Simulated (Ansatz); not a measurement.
Input

```
crystal:
  periodic: [false, false, false]
  atoms:
    - { symbol: Si, position_ang: [-1.015874, 0.380578, -0.110316] }
    - { symbol: Si, position_ang: [1.504953, -0.043263, 2.161249] }
    - { symbol: H, position_ang: [0.321124, -0.813154, 2.661251] }
    - { symbol: H, position_ang: [2.775712, -0.754275, 2.521151] }
    - { symbol: H, position_ang: [1.512212, 1.349754, 2.708046] }
    - { symbol: H, position_ang: [1.489221, 0.021366, 0.682908] }
    - { symbol: H, position_ang: [-0.215324, 0.933437, -1.313363] }
    - { symbol: H, position_ang: [-0.849823, -1.074444, -0.617027] }
basis:
  gaussian: { orbitals: cc-pVDZ }
hamiltonian:
  xc: pbe0
  dispersion: d4
relax:
  f_tol: 0.03
  max_steps: 50
output:
  orbitals: {}
```

Launched as:

```sh
ansatz run input.yaml --threads 1 --pin off --max-ram 2048MiB --backend cpu --events-out ev --progress --plain --runs-dir out
```

The fields are those of the run's last geometry, not of the input's.

All numbers below come from RKS PBE0-D4/cc-pVDZ in Ansatz 0.2.0.

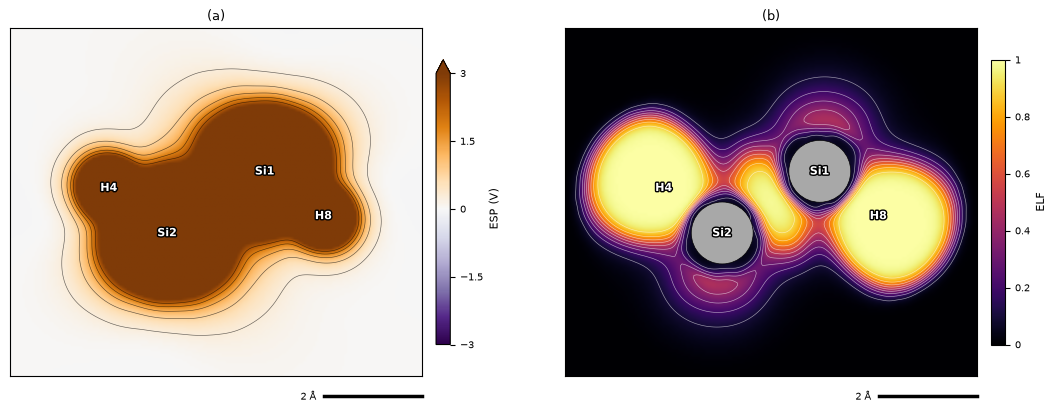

H6Si2. (a) molecular electrostatic potential; (b) ELF on the plane of atoms Si1, Si2 and H4. Grey discs cover the atomic cores in the ELF map.

### Read the bonding off the picture.

- The plane passes through Si and H nuclei.
- Si–Si (2.35 Å): the ELF peaks at about 1 between the atoms (a shared electron pair).
- Si–H (1.50 Å): the ELF climbs to about 1 towards the hydrogen, as it does in any bond to H.
- The potential has no marked negative region in this plane.
